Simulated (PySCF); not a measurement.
Mean static polarisability of B ([He] 2s² 2p). Finite fields; PySCF, aug-cc-pwCVDZ, non-relativistic, unrestricted single determinants, no spin-orbit coupling. 2 core electrons frozen.

The results, method by method:

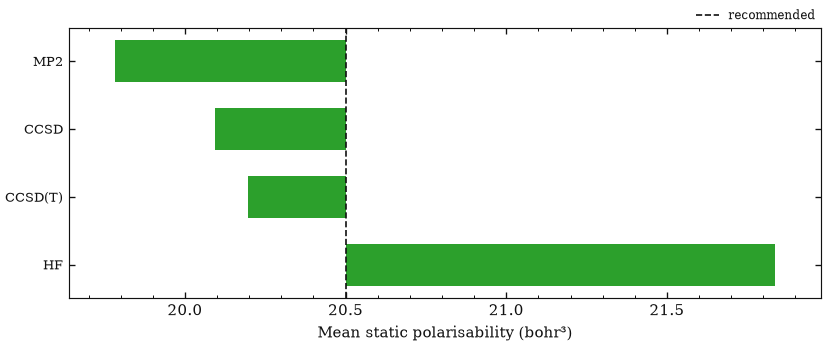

| Method | Mean static polarisability (bohr³) |
| --- | --- |
| HF | 21.84 |
| MP2 | 19.78 |
| CCSD | 20.09 |
| CCSD(T) | 20.20 |

The values run from 19.78 bohr³ (MP2) to 21.84 bohr³ (HF). The recommended value is 20.50 ± 0.1 bohr³; nearest to it come CCSD(T) (−0.30) and CCSD (−0.41), furthest HF (+1.34 bohr³).
